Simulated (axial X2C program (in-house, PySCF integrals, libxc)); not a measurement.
# All-electron X2C curves of BiPd⁺

Aim: find the lowest determinant of BiPd⁺, scan the bond at several levels and fit the constants, once spin-free and once with spin–orbit coupling.

Computed with an in-house X2C program for linear molecules on PySCF integrals. Level: all-electron X2C, Bi dyall-v2z, Pd dyall-v2z.

All values are calculated.

**1. The job**

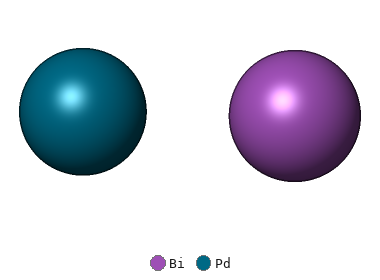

The two atoms at 2.710 Å (bismuth purple, palladium blue).

Input file task.json:

```json
{
 "zs": [
  83,
  46
 ],
 "q": 1,
 "bas": [
  "dyall-v2z",
  "dyall-v2z"
 ],
 "levels": [
  "PBE0",
  "HF",
  "BHandHLYP",
  "PBE50"
 ],
 "cc": false,
 "r0": 2.71,
 "npts": 10,
 "nst": 2,
 "ntry": 6
}
```

Keys: zs atomic numbers; q charge; bas basis sets; levels methods (HF also brings MP2); cc coupled cluster on or off; r0 starting distance in Å; npts points asked for on the curve; nst determinants followed; ntry starts of the search.

Started as:

```bash
> python so2c.py task.json out
```

Spin-free means the one-electron spin-free X2C Hamiltonian; two-component (2c) means X2C with spin–orbit coupling and atomic mean-field two-electron Coulomb and Gaunt terms. Basis: Bi dyall-v2z contracted to [10s12p9d5f], Pd dyall-v2z contracted to [10s10p7d2f]; Gaussian nuclei, density fitting. Masses: Bi 208.980 u, Pd 105.903 u.

Notation: σ, π±, δ± give the projection m of an orbital's angular momentum (0, ±1, ±2), α and β its spin, Λ and M_S the sums; ω is the projection of a spinor's total angular momentum and Ω the sum. Logs are in hartree.

The results follow Hamiltonian by Hamiltonian and level by level.

**2. State search with PBE0**

PBE0 moves the distance from 2.710 Å to 2.571 Å and compares determinants there.

Spin-free determinants:

| ΔE (eV) | state | open shells |
| --- | --- | --- |
| 0.00 | M_S = 1, Λ = 1 | beyond closed shells: σα, π+α |
| 0.15 | M_S = 0, Λ = 1 | beyond closed shells: σα, π+β |
| 0.33 | M_S = 0, Λ = 0 | closed shell |
| 0.40 | M_S = 1, Λ = 0 | beyond closed shells: π+α, π-α |
| 1.13 | M_S = 2, Λ = 2 | beyond closed shells: σα, π+α, π-α, δ+α, δ+β, δ-α |
| 1.20 | M_S = 0, Λ = 2 | beyond closed shells: π+α, π+β |
| 1.20 | M_S = 0, Λ = 0 | beyond closed shells: π+β, π-α |

Two-component determinants:

| ΔE (eV) | state | open shells |
| --- | --- | --- |
| 0.00 | Ω = 0 | closed shell |
| 0.53 | Ω = 1 | excess of +ω over −ω: 2 × ω = 1/2 |
| 1.03 | Ω = 3 | excess of +ω over −ω: ω = 1/2, ω = 5/2 |
| 1.09 | Ω = 2 | excess of +ω over −ω: ω = -1/2, ω = 5/2 |
| 1.11 | Ω = 1 | excess of +ω over −ω: ω = -1/2, ω = 3/2 |
| 1.23 | Ω = 2 | excess of +ω over −ω: ω = 1/2, ω = 3/2 |
| 1.70 | Ω = 4 | excess of +ω over −ω: ω = 3/2, ω = 5/2 |

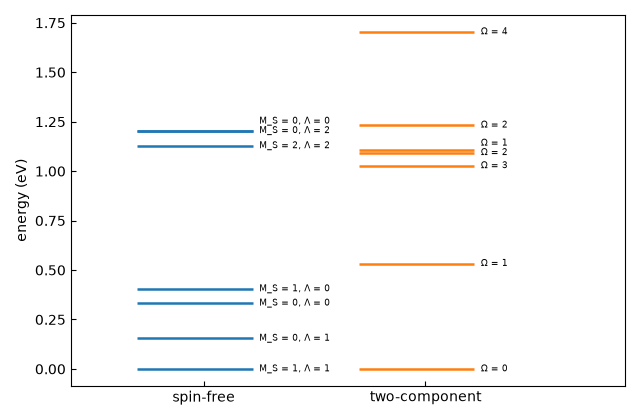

The determinants found, each set from its own lowest.

**3. PBE0, spin-free**

State followed: M_S = 1, Λ = 1 (beyond closed shells: σα, π+α). The scan is laid around 2.571 Å, a first estimate of the minimum, and this SCF restarts from the orbitals of the search.

Output at 2.571 Å:

```text
spin-free X2C-1e  PBE0
basis functions 215  fitting functions 1293  grid points 5802
iter        total energy     max residual
   1     -26580.158476015     3.04e-05
   2     -26580.158476023     4.06e-05
   3     -26580.158476053     2.00e-05
   4     -26580.158476084     1.42e-05
   5     -26580.158476102     3.00e-06
   6     -26580.158476103     9.72e-07
converged
one-electron -37938.22816401  Coulomb 11120.55618387  exact exchange -135.02527389  xc functional -413.30275894  nuclear repulsion 785.84153687
```

Along the bond, energies from the lowest point:

| R (Å) | E (eV) | μ (D) | HOMO (eV) | LUMO (eV) | iterations |
| --- | --- | --- | --- | --- | --- |
| 2.237 | 0.7245 | 1.08 | -11.36 | -9.56 | 13 |
| 2.340 | 0.2566 | 1.04 | -11.39 | -9.60 | 13 |
| 2.417 | 0.0785 | 0.99 | -11.42 | -9.63 | 14 |
| 2.494 | 0.0026 | 0.95 | -11.45 | -9.67 | 14 |
| 2.571 | 0.0000 | 0.90 | -11.48 | -9.70 | 6 |
| 2.661 | 0.0596 | 0.86 | -11.52 | -9.74 | 14 |
| 2.751 | 0.1631 | 0.82 | -11.54 | -9.76 | 14 |
| 2.867 | 0.3312 | 0.81 | -11.57 | -9.79 | 15 |
| 3.008 | 0.5568 | 0.84 | -11.59 | -9.79 | 14 |

Dipoles are positive if Pd is the positive end and refer to the centre of mass.

Outer orbitals at the reference distance:

```csv
symmetry,occupied,ε (eV),atomic character
σα,yes,-22.78,"78% Bi s, 9% Pd p, 6% Pd d"
σβ,yes,-21.49,"77% Bi s, 9% Pd p, 7% Pd d"
σα,yes,-14.29,"73% Pd d, 22% Bi p, 3% Bi s"
π+α,yes,-13.79,"84% Pd d, 14% Bi p"
π-α,yes,-13.33,"84% Pd d, 13% Bi p"
π+β,yes,-13.32,"94% Pd d, 5% Bi p"
π-β,yes,-13.32,"94% Pd d, 5% Bi p"
σβ,yes,-13.19,"64% Pd d, 26% Bi p, 4% Bi s"
δ+α,yes,-13.01,100% Pd d
δ-α,yes,-12.98,100% Pd d
δ+β,yes,-12.68,100% Pd d
δ-β,yes,-12.68,100% Pd d
σα,yes,-11.91,"51% Bi p, 24% Pd s, 21% Pd d"
π+α,yes,-11.48,"76% Bi p, 18% Pd d, 4% Pd p"
π-α,no,-9.70,"75% Bi p, 17% Pd d, 5% Pd p"
σβ,no,-9.12,"42% Bi p, 29% Pd d, 25% Pd s"
π-β,no,-8.71,"83% Bi p, 8% Pd d, 6% Pd p"
π+β,no,-8.71,"83% Bi p, 8% Pd d, 6% Pd p"
```

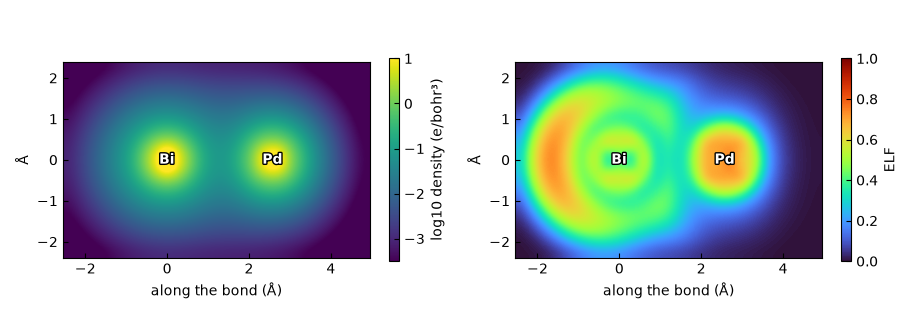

PBE0 fields in a plane through the axis, from a grid of 0.3 Å; Bi lies at z = 0 and Pd at z = 2.571 Å; the ELF is damped to zero where the density is low.

Re = 2.535 Å, ωe = 197.3 cm⁻¹, ωexe = 0.572 cm⁻¹, Be = 0.03733 cm⁻¹, De = 2.31 eV, μ = 0.92 D.

**4. HF, spin-free**

The SCF at the reference distance of 2.571 Å:

```text
spin-free X2C-1e  HF
basis functions 215  fitting functions 1293  grid points 5802
iter        total energy     max residual
   1     -26571.931538833     7.64e-01
   2     -26571.985966837     9.63e-03
   3     -26571.988150109     1.43e-02
   4     -26571.990893037     5.53e-03
   5     -26571.991766546     4.16e-03
   6     -26571.992424705     4.59e-03
   7     -26571.993239464     4.81e-03
   8     -26571.992210506     3.97e-03
   9     -26571.989573563     2.41e-03
  10     -26571.989455559     2.16e-03
  11     -26571.989526053     1.76e-03
  12     -26571.989654551     1.25e-03
  13     -26571.989740770     4.34e-04
  14     -26571.989757448     3.03e-04
  15     -26571.989765167     1.97e-04
  16     -26571.989766887     5.56e-05
  17     -26571.989767018     2.87e-05
  18     -26571.989767080     1.43e-05
  19     -26571.989767085     3.49e-06
  20     -26571.989767085     8.31e-07
converged
one-electron -37939.49704027  Coulomb 11122.04703061  exact exchange -540.38129429  xc functional 0.00000000  nuclear repulsion 785.84153687
```

On the way the iterations pass 0.094 eV below the final energy, so this may not be the lowest solution of its occupation.

Re = 2.602 Å, ωe = 172.7 cm⁻¹, ωexe = 0.707 cm⁻¹, Be = 0.03544 cm⁻¹, De = -0.963 eV, μ = 0.62 D.

**5. BHandHLYP, spin-free**

The SCF at the reference distance of 2.571 Å:

```text
spin-free X2C-1e  BHandHLYP
basis functions 215  fitting functions 1293  grid points 5802
iter        total energy     max residual
   1     -26580.418872713     2.27e-01
   2     -26580.423162077     7.72e-03
   3     -26580.418599669     2.08e-02
   4     -26580.424489074     2.38e-03
   5     -26580.424634984     1.67e-03
   6     -26580.424847018     1.54e-03
   7     -26580.425124193     1.66e-03
   8     -26580.425354131     1.12e-03
   9     -26580.425641017     4.61e-04
  10     -26580.425663623     2.57e-04
  11     -26580.425678620     1.87e-04
  12     -26580.425681212     3.56e-05
  13     -26580.425681329     1.26e-05
  14     -26580.425681334     4.10e-06
  15     -26580.425681335     1.52e-06
converged
one-electron -37938.88759246  Coulomb 11121.28551476  exact exchange -270.10371441  xc functional -278.56142610  nuclear repulsion 785.84153687
```

Re = 2.621 Å, ωe = 148.8 cm⁻¹, ωexe = 0.149 cm⁻¹, Be = 0.03491 cm⁻¹, De = 1.63 eV, μ = 1.40 D.

**6. PBE50, spin-free**

The SCF at the reference distance of 2.571 Å:

```text
spin-free X2C-1e  PBE50
basis functions 215  fitting functions 1293  grid points 5802
iter        total energy     max residual
   1     -26579.904541076     2.60e-01
   2     -26579.910230512     1.10e-02
   3     -26579.900469426     3.00e-02
   4     -26579.912458046     2.90e-03
   5     -26579.912572839     1.16e-03
   6     -26579.912668340     1.18e-03
   7     -26579.912782152     1.11e-03
   8     -26579.912898662     9.64e-04
   9     -26579.913187380     5.19e-04
  10     -26579.913211869     1.21e-04
  11     -26579.913212355     4.51e-05
  12     -26579.913212575     4.72e-05
  13     -26579.913212645     2.21e-05
  14     -26579.913212669     8.92e-06
  15     -26579.913212676     2.31e-06
  16     -26579.913212676     1.26e-06
converged
one-electron -37940.20435177  Coulomb 11122.63288205  exact exchange -270.12104276  xc functional -278.06223707  nuclear repulsion 785.84153687
```

Re = 2.562 Å, ωe = 160.9 cm⁻¹, Be = 0.03655 cm⁻¹, De = 1.48 eV, μ = 1.28 D.

**7. MP2, spin-free**

Correlated methods: 24 electrons correlated (frozen shells, counted by type: Bi 5 s, 4 p, 2 d, 1 f; Pd 4 s, 3 p, 1 d), 184 virtual spinors in MP2.

MP2: No constants are quoted: fits of two degrees disagree.

**8. A higher determinant, spin-free**

State: M_S = 0, Λ = 1 (beyond closed shells: σα, π+β).

Output at the reference distance:

```text
spin-free X2C-1e  PBE0
basis functions 215  fitting functions 1293  grid points 5802
iter        total energy     max residual
   1     -26580.152790161     8.67e-06
   2     -26580.152790162     2.46e-05
   3     -26580.152790168     5.42e-06
   4     -26580.152790169     5.39e-06
converged
one-electron -37938.02239985  Coulomb 11120.34267351  exact exchange -135.02159004  xc functional -413.29301065  nuclear repulsion 785.84153687
```

| R (Å) | E above the lowest PBE0 point (eV) |
| --- | --- |
| 2.237 | 0.909 |
| 2.340 | 0.431 |
| 2.417 | 0.246 |
| 2.494 | 0.164 |
| 2.571 | 0.155 |
| 2.661 | 0.206 |
| 2.751 | 0.300 |
| 2.867 | 0.457 |
| 3.008 | 0.672 |

Re = 2.544 Å, ωe = 192.4 cm⁻¹, ωexe = 0.598 cm⁻¹, Be = 0.03707 cm⁻¹, μ = 1.05 D. ⟨S²⟩ = 1.01 against 0.00 for a pure state, so this determinant mixes spins. Te = 0.16 eV.

**9. The spin-free curves together**

Energy (eV) of the followed determinant, spin-free, from each level's lowest point:

| R (Å) | PBE0 | HF | MP2 | BHandHLYP | PBE50 |
| --- | --- | --- | --- | --- | --- |
| 2.237 | 0.724 | n/a | n/a | 0.861 | 0.710 |
| 2.340 | 0.257 | 0.421 | 0.284 | 0.366 | 0.263 |
| 2.417 | 0.078 | 0.178 | 0.061 | 0.162 | 0.094 |
| 2.494 | 0.003 | 0.050 | 0.000 | 0.052 | 0.017 |
| 2.571 | 0.000 | 0.000 | 0.016 | 0.004 | 0.000 |
| 2.661 | 0.060 | 0.009 | 0.096 | 0.000 | 0.027 |
| 2.751 | 0.163 | 0.063 | 0.221 | 0.037 | 0.090 |
| 2.867 | 0.331 | 0.170 | 0.422 | 0.124 | 0.205 |
| 3.008 | 0.557 | 0.320 | 0.696 | 0.269 | 0.377 |

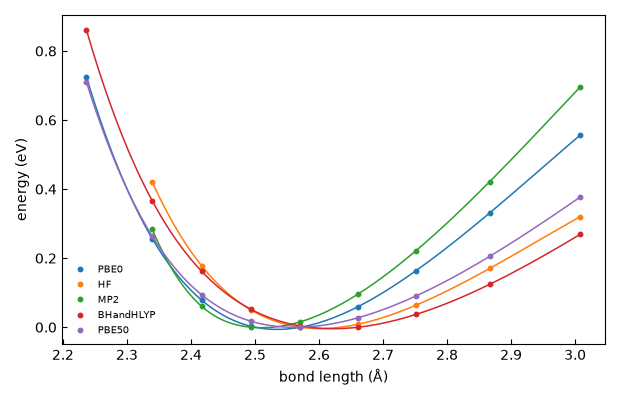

Curves of the followed state, spin-free, each from its own lowest point.

**10. PBE0, 2c**

State followed: Ω = 0 (closed shell). The scan is laid around 2.571 Å, a first estimate of the minimum, and this SCF restarts from the orbitals of the search.

The SCF at the reference distance of 2.571 Å:

```text
two-component X2C + atomic mean field  PBE0
basis functions 215  fitting functions 1293  grid points 5802
iter        total energy     max residual
   1     -26585.644825198     9.97e-06
   2     -26585.644825187     3.40e-05
   3     -26585.644825205     7.95e-06
   4     -26585.644825206     1.68e-06
converged
one-electron -37919.15874388  Coulomb 11119.75865217  exact exchange -135.01358163  xc functional -413.36421228  nuclear repulsion 785.84153687  atomic mean-field constant -23.70847646
```

Along the bond, energies from the lowest point:

| R (Å) | E (eV) | μ (D) | HOMO (eV) | LUMO (eV) | iterations |
| --- | --- | --- | --- | --- | --- |
| 2.237 | 0.7247 | 0.54 | -11.86 | -9.05 | 12 |
| 2.340 | 0.2717 | 0.49 | -11.81 | -9.05 | 12 |
| 2.417 | 0.0966 | 0.46 | -11.77 | -9.04 | 12 |
| 2.494 | 0.0158 | 0.43 | -11.73 | -9.03 | 12 |
| 2.571 | 0.0000 | 0.39 | -11.69 | -9.01 | 4 |
| 2.661 | 0.0346 | 0.35 | -11.64 | -8.98 | 12 |
| 2.751 | 0.1043 | 0.30 | -11.58 | -8.95 | 12 |
| 2.867 | 0.2200 | 0.22 | -11.51 | -8.91 | 12 |
| 3.008 | 0.3750 | 0.10 | -11.41 | -8.84 | 12 |

Dipoles are positive if Pd is the positive end and refer to the centre of mass.

Outer spinors at the reference distance:

```tsv
ω	occupied	ε (eV)	atomic character	λ mixture
5/2	yes	-34.27	100% Bi d	100% δ
3/2	yes	-34.19	100% Bi d	81% π, 19% δ
1/2	yes	-34.18	100% Bi d	60% σ, 40% π
1/2	yes	-21.82	78% Bi s, 9% Pd p, 6% Pd d	100% σ
1/2	yes	-13.83	47% Bi p, 46% Pd d, 2% Bi s	68% σ, 32% π
1/2	yes	-13.09	87% Pd d, 10% Bi p	75% π, 25% σ
3/2	yes	-12.85	94% Pd d, 4% Bi p	72% π, 28% δ
3/2	yes	-12.47	97% Pd d, 2% Bi p	72% δ, 28% π
5/2	yes	-12.21	100% Pd d	100% δ
1/2	yes	-11.69	50% Pd d, 40% Bi p, 6% Pd s	51% σ, 49% π
1/2	no	-9.01	62% Bi p, 21% Pd s, 12% Pd d	58% σ, 42% π
3/2	no	-8.42	80% Bi p, 10% Pd d, 7% Pd p	100% π
1/2	no	-6.07	56% Pd s, 24% Pd p, 14% Bi p	97% σ, 3% π
1/2	no	-3.81	89% Pd p, 5% Bi d, 5% Bi p	99% π, 1% σ
```

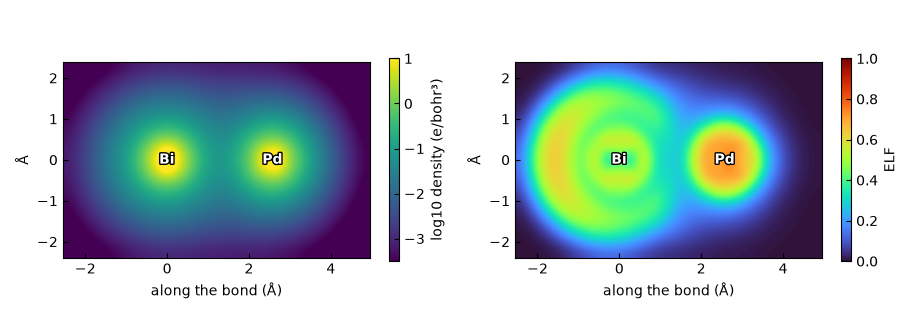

PBE0 fields in a plane through the axis, from a grid of 0.3 Å; Bi lies at z = 0 and Pd at z = 2.571 Å; the ELF is damped to zero where the density is low.

Re = 2.556 Å, ωe = 173.4 cm⁻¹, ωexe = 0.768 cm⁻¹, Be = 0.03671 cm⁻¹, De = 1.77 eV, μ = 0.40 D.

**11. HF, 2c**

The SCF at the reference distance of 2.571 Å:

```text
two-component X2C + atomic mean field  HF
basis functions 215  fitting functions 1293  grid points 5802
iter        total energy     max residual
   1     -26577.321357802     8.05e-01
   2     -26577.374989967     1.03e-02
   3     -26577.376363384     1.51e-02
   4     -26577.379196223     4.19e-03
   5     -26577.379646736     1.22e-03
   6     -26577.379825787     9.49e-04
   7     -26577.379990121     5.42e-04
   8     -26577.380046019     3.47e-04
   9     -26577.380081566     1.77e-04
  10     -26577.380098586     8.87e-05
  11     -26577.380101832     3.73e-05
  12     -26577.380102190     2.45e-05
  13     -26577.380102279     1.42e-05
  14     -26577.380102294     7.58e-06
  15     -26577.380102299     3.64e-06
  16     -26577.380102301     1.33e-06
  17     -26577.380102301     8.72e-07
converged
one-electron -37920.69586804  Coulomb 11121.52327761  exact exchange -540.34057227  xc functional 0.00000000  nuclear repulsion 785.84153687  atomic mean-field constant -23.70847646
```

Re = 2.709 Å, ωe = 118.1 cm⁻¹, ωexe = 0.78 cm⁻¹, Be = 0.03267 cm⁻¹, De = -0.234 eV, μ = -0.72 D.

**12. BHandHLYP, 2c**

The SCF at the reference distance of 2.571 Å:

```text
two-component X2C + atomic mean field  BHandHLYP
basis functions 215  fitting functions 1293  grid points 5802
iter        total energy     max residual
   1     -26585.884793752     2.39e-01
   2     -26585.889020524     8.95e-03
   3     -26585.883713041     2.26e-02
   4     -26585.890403049     1.86e-03
   5     -26585.890454188     4.74e-04
   6     -26585.890481854     3.11e-04
   7     -26585.890494301     1.56e-04
   8     -26585.890498595     6.32e-05
   9     -26585.890501065     3.02e-05
  10     -26585.890501538     1.56e-05
  11     -26585.890501617     3.79e-06
  12     -26585.890501621     2.00e-06
  13     -26585.890501621     9.69e-07
converged
one-electron -37919.95536952  Coulomb 11120.63248877  exact exchange -270.08103135  xc functional -278.61964992  nuclear repulsion 785.84153687  atomic mean-field constant -23.70847646
```

Re = 2.603 Å, ωe = 154.0 cm⁻¹, ωexe = 0.771 cm⁻¹, Be = 0.03541 cm⁻¹, De = 1.28 eV, μ = 0.03 D.

**13. PBE50, 2c**

The SCF at the reference distance of 2.571 Å:

```text
two-component X2C + atomic mean field  PBE50
basis functions 215  fitting functions 1293  grid points 5802
iter        total energy     max residual
   1     -26585.359379651     2.73e-01
   2     -26585.364645889     1.22e-02
   3     -26585.354371428     3.12e-02
   4     -26585.367023995     2.86e-03
   5     -26585.367093231     3.62e-04
   6     -26585.367118140     3.60e-04
   7     -26585.367135202     1.31e-04
   8     -26585.367142133     5.71e-05
   9     -26585.367144544     2.73e-05
  10     -26585.367144782     6.93e-06
  11     -26585.367144790     4.22e-06
  12     -26585.367144791     1.83e-06
converged
one-electron -37921.22263398  Coulomb 11121.92712544  exact exchange -270.09679748  xc functional -278.10789919  nuclear repulsion 785.84153687  atomic mean-field constant -23.70847646
```

Re = 2.557 Å, ωe = 168.3 cm⁻¹, ωexe = 0.786 cm⁻¹, Be = 0.03669 cm⁻¹, De = 1.46 eV, μ = 0.17 D.

**14. Correlated methods, 2c**

Correlated methods: 24 electrons correlated (frozen shells, counted by type: Bi 5 s, 4 p, 2 d, 1 f; Pd 4 s, 3 p, 1 d), 184 virtual spinors in MP2.

MP2: Re = 2.528 Å, ωe = 181.5 cm⁻¹, Be = 0.03754 cm⁻¹, De = 1.63 eV.

**15. A higher determinant, 2c**

State: Ω = 1 (excess of +ω over −ω: 2 × ω = 1/2).

Output at the reference distance:

```text
two-component X2C + atomic mean field  PBE0
basis functions 215  fitting functions 1293  grid points 5802
iter        total energy     max residual
   1     -26585.625237226     4.69e-06
   2     -26585.625237227     6.61e-06
converged
one-electron -37917.29461847  Coulomb 11117.87154366  exact exchange -135.00751149  xc functional -413.32771134  nuclear repulsion 785.84153687  atomic mean-field constant -23.70847646
```

| R (Å) | E above the lowest PBE0 point (eV) |
| --- | --- |
| 2.237 | 1.449 |
| 2.340 | 0.926 |
| 2.417 | 0.704 |
| 2.494 | 0.583 |
| 2.571 | 0.533 |
| 2.661 | 0.535 |
| 2.751 | 0.581 |
| 2.867 | 0.675 |
| 3.008 | 0.815 |

Re = 2.610 Å, ωe = 161.4 cm⁻¹, ωexe = 0.65 cm⁻¹, Be = 0.03521 cm⁻¹, μ = 1.37 D. Te = 0.53 eV.

**16. The 2c curves together**

Energy (eV) of the followed determinant, 2c, from each level's lowest point:

| R (Å) | PBE0 | HF | MP2 | BHandHLYP | PBE50 |
| --- | --- | --- | --- | --- | --- |
| 2.237 | 0.725 | 1.057 | 0.632 | 0.838 | 0.700 |
| 2.340 | 0.272 | 0.515 | 0.211 | 0.349 | 0.261 |
| 2.417 | 0.097 | 0.272 | 0.060 | 0.148 | 0.093 |
| 2.494 | 0.016 | 0.124 | 0.000 | 0.041 | 0.015 |
| 2.571 | 0.000 | 0.042 | 0.002 | 0.000 | 0.000 |
| 2.661 | 0.035 | 0.002 | 0.054 | 0.006 | 0.032 |
| 2.751 | 0.104 | 0.000 | 0.139 | 0.048 | 0.097 |
| 2.867 | 0.220 | 0.031 | 0.271 | 0.132 | 0.205 |
| 3.008 | 0.375 | 0.093 | 0.444 | 0.252 | 0.350 |

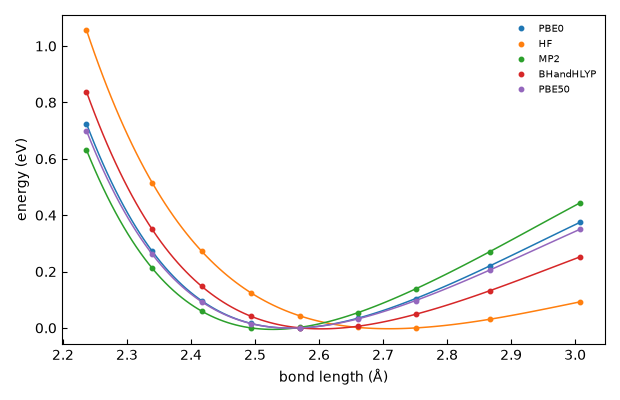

Curves of the followed state, 2c, each from its own lowest point.

Time for the job: 6.3 min (1 thread of Arm Neoverse N1, shared host); peak memory 0.55 GiB.

**17. Results**

Lowest determinant that the search found at its distance, spin-free: M_S = 1, Λ = 1 (beyond closed shells: σα, π+α).

Lowest determinant that the search found at its distance, 2c: Ω = 0 (closed shell).

```json
{"Hamiltonian": "spin-free", "level": "PBE0", "Re (Å)": "2.535", "ωe (cm⁻¹)": "197.3", "De (eV)": "2.31", "μ (D)": "0.92"}
{"Hamiltonian": "spin-free", "level": "HF", "Re (Å)": "2.602", "ωe (cm⁻¹)": "172.7", "De (eV)": "-0.963", "μ (D)": "0.62"}
{"Hamiltonian": "spin-free", "level": "BHandHLYP", "Re (Å)": "2.621", "ωe (cm⁻¹)": "148.8", "De (eV)": "1.63", "μ (D)": "1.40"}
{"Hamiltonian": "spin-free", "level": "PBE50", "Re (Å)": "2.562", "ωe (cm⁻¹)": "160.9", "De (eV)": "1.48", "μ (D)": "1.28"}
{"Hamiltonian": "2c", "level": "PBE0", "Re (Å)": "2.556", "ωe (cm⁻¹)": "173.4", "De (eV)": "1.77", "μ (D)": "0.40"}
{"Hamiltonian": "2c", "level": "HF", "Re (Å)": "2.709", "ωe (cm⁻¹)": "118.1", "De (eV)": "-0.234", "μ (D)": "-0.72"}
{"Hamiltonian": "2c", "level": "MP2", "Re (Å)": "2.528", "ωe (cm⁻¹)": "181.5", "De (eV)": "1.63", "μ (D)": "n/a"}
{"Hamiltonian": "2c", "level": "BHandHLYP", "Re (Å)": "2.603", "ωe (cm⁻¹)": "154.0", "De (eV)": "1.28", "μ (D)": "0.03"}
{"Hamiltonian": "2c", "level": "PBE50", "Re (Å)": "2.557", "ωe (cm⁻¹)": "168.3", "De (eV)": "1.46", "μ (D)": "0.17"}
```

Dipoles are positive if Pd is the positive end and refer to the centre of mass. No constants: spin-free MP2 (fits of two degrees disagree).

Time per point (s) on 1 thread of Arm Neoverse N1, shared host (2c runs); the times are rough: PBE0 1.5, HF 1.4, MP2 1.8, BHandHLYP 1.8, PBE50 1.8.

At PBE0, going from spin-free to two-component changes Re by +21 mÅ, ωe by -12.1 %, so spin–orbit coupling matters for this bond. De moves by -0.53 eV; both De rest on single-determinant atoms, which can miss part of an open shell's spin–orbit lowering. De is negative at HF: there the minimum lies above the ground-state fragments.

De refers to Bi + Pd+; at PBE0, two-component, to Bi+ + Pd; at MP2, two-component, to Bi+ + Pd; at BHandHLYP, two-component, to Bi+ + Pd; at PBE50, two-component, to Bi+ + Pd, each in the lowest determinant found, which need not be this curve's own limit. Each curve is one determinant whose occupation by symmetry is held fixed; it was picked as the lowest of a PBE0 search that is not exhaustive. The closed shell is kept restricted; where the fragments are open shells, the energy then runs too high at long range. De is counted from the lowest determinant-based energies of the atoms at the same level, without counterpoise correction. With several unpaired electrons one determinant need not be a pure state. Some points did not converge and are left out. The spin-free determinant is spin-contaminated at some levels, which hurts MP2 most.
